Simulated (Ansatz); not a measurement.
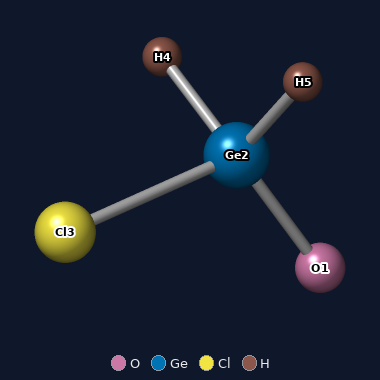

The system is ClGeH₂O, SMILES [O-][GeH2][Cl], charge −1; the picture shows the reference structure. The first coordinate is: bond length O1–Ge2; the second: bond length Ge2–Cl3. Nothing is relaxed (all other coordinates rigid). The grid has 11 × 11 points. All energies are given in eV relative to the relaxed molecule at the same level. Level of theory: RKS wB97M-V/def2-SVPD in Ansatz 0.2.0.

Its coordinates:

```xyz
5

O    -0.6179    0.0431    1.6839
Ge    0.0450   -0.0632    0.1459
Cl   -1.1319    1.1017   -1.4865
H     0.0455   -1.4504   -0.5595
H     1.4340    0.5932   -0.1022
```

Range: bond length O1–Ge2 from 1.443 to 2.349 Å; bond length Ge2–Cl3 from 2.000 to 3.255 Å.

Q: What landscape does the calculation give?

A: The lowest grid point is at bond length O1–Ge2 = 1.715 Å, bond length Ge2–Cl3 = 2.376 Å, 0.037 eV from the relaxed molecule at the same level. It is the only kind of minimum in the scanned range. The highest grid point, bond length O1–Ge2 = 2.349 Å, bond length Ge2–Cl3 = 3.255 Å, lies 4.45 eV above the lowest. Round the minimum the two coordinates are weakly coupled (coupling 0.07 in units of the two stiffnesses).

| bond length Ge2–Cl3 ↓, bond length O1–Ge2 → | 1.443 | 1.534 | 1.624 | 1.715 | 1.806 | 1.896 | 1.987 | 2.077 | 2.168 | 2.259 | 2.349 |
| --- | --- | --- | --- | --- | --- | --- | --- | --- | --- | --- | --- |
| 3.255 | 2.59 | 1.50 | 1.11 | 1.14 | 1.44 | 1.88 | 2.40 | 2.95 | 3.49 | 4.01 | 4.49 |
| 3.130 | 2.45 | 1.35 | 0.96 | 0.99 | 1.28 | 1.71 | 2.23 | 2.77 | 3.30 | 3.82 | 4.29 |
| 3.004 | 2.31 | 1.20 | 0.79 | 0.82 | 1.10 | 1.53 | 2.04 | 2.57 | 3.10 | 3.61 | 4.08 |
| 2.879 | 2.16 | 1.04 | 0.63 | 0.64 | 0.92 | 1.34 | 1.84 | 2.36 | 2.89 | 3.39 | 3.86 |
| 2.753 | 2.00 | 0.88 | 0.45 | 0.46 | 0.72 | 1.14 | 1.63 | 2.14 | 2.66 | 3.16 | 3.62 |
| 2.628 | 1.86 | 0.72 | 0.29 | 0.28 | 0.54 | 0.94 | 1.42 | 1.93 | 2.45 | 2.94 | 3.40 |
| 2.502 | 1.75 | 0.60 | 0.15 | 0.13 | 0.38 | 0.77 | 1.24 | 1.74 | 2.25 | 2.73 | 3.19 |
| 2.376 | 1.70 | 0.53 | 0.07 | 0.04 | 0.27 | 0.65 | 1.11 | 1.60 | 2.10 | 2.58 | 3.03 |
| 2.251 | 1.76 | 0.57 | 0.09 | 0.05 | 0.27 | 0.63 | 1.09 | 1.57 | 2.06 | 2.54 | 2.98 |
| 2.125 | 2.01 | 0.80 | 0.31 | 0.24 | 0.45 | 0.80 | 1.24 | 1.72 | 2.21 | 2.68 | 3.12 |
| 2.000 | 2.58 | 1.35 | 0.83 | 0.75 | 0.94 | 1.28 | 1.72 | 2.18 | 2.66 | 3.13 | 3.58 |

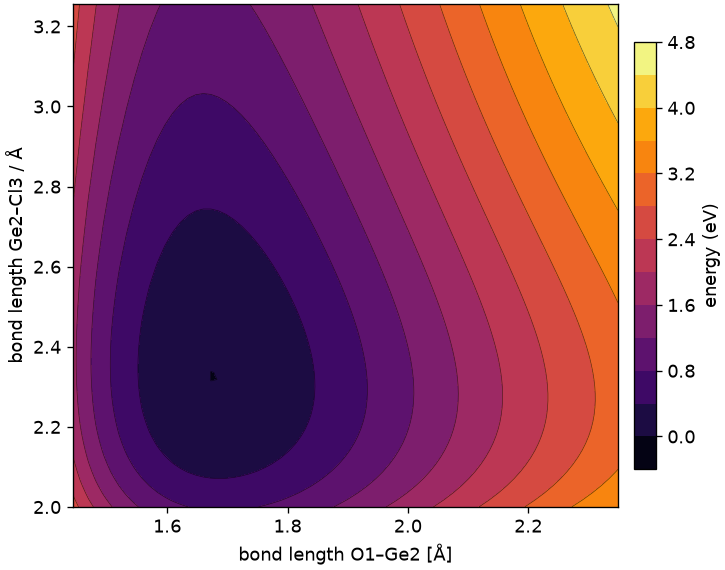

Drawn: filled contours. Between grid points the surface is interpolated.

Each point was launched as `ansatz run input.yaml --threads 1 --pin off --max-ram 2560MiB --backend cpu --events-out ev --progress --plain --runs-dir out`. Time for the 121 points that were run: 33 min on 1 thread of Arm Neoverse V2 (shared host).
